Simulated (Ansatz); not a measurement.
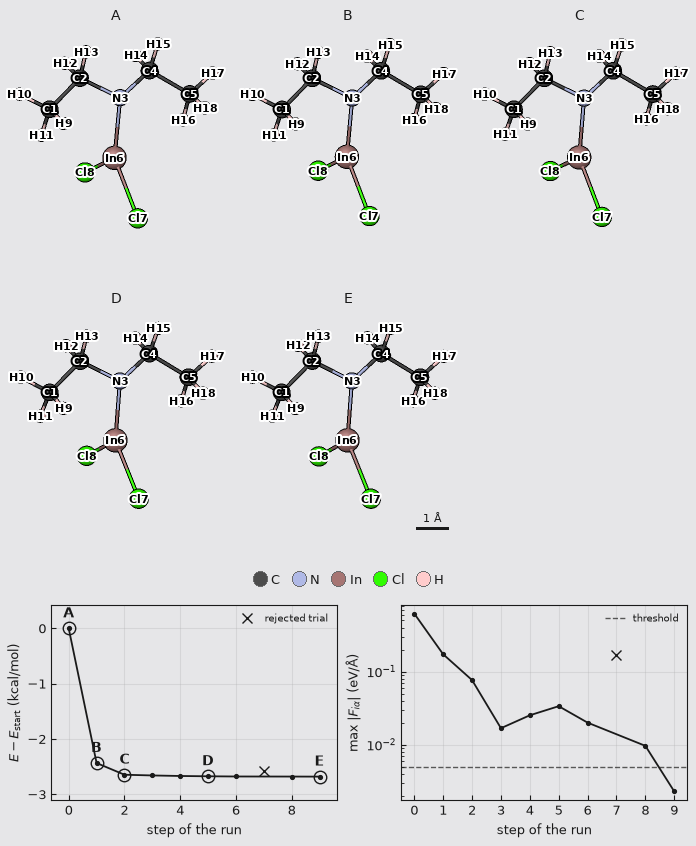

Frames of a relaxation of C₄H₁₀Cl₂InN, marked on the history of the run. The picture is a ball-and-stick view, seen at a tilt.

The start comes from PBE-D4/def2-SVP.

These are results of RKS PBE0-D4/def2-TZVP (Ansatz), not measurements. (force threshold 0.005 eV/Å; at most 150 steps)

What happens along the run?

The atom that moves furthest after the best rigid fit is Cl8 (0.14 Å). By element the largest moves are Cl 0.14 Å, H 0.13 Å, In 0.08 Å, C 0.05 Å, N 0.02 Å. Some distances before and after: C1–In6 3.145 → 3.085 Å, N3–In6 2.101 → 2.041 Å, In6–Cl7 2.361 → 2.312 Å, In6–Cl8 2.380 → 2.332 Å. Over 8 accepted moves (9 points after the start) the energy falls by 2.68 kcal/mol. The largest force component goes from 0.62 to 0.0023 eV/Å. The line search rejected the trial step at point 7 of the run. The run took about 30 s of wall time on a shared GPU. From step 0 to 1: Cl8 moves most (0.11 Å), energy −2.43 kcal/mol. From step 1 to 2: Cl7 moves most (0.03 Å), energy −0.21 kcal/mol. From step 2 to 5: Cl7 moves most (0.08 Å), energy −0.03 kcal/mol. From step 5 to 9: Cl8 moves most (0.02 Å), energy −0.01 kcal/mol.
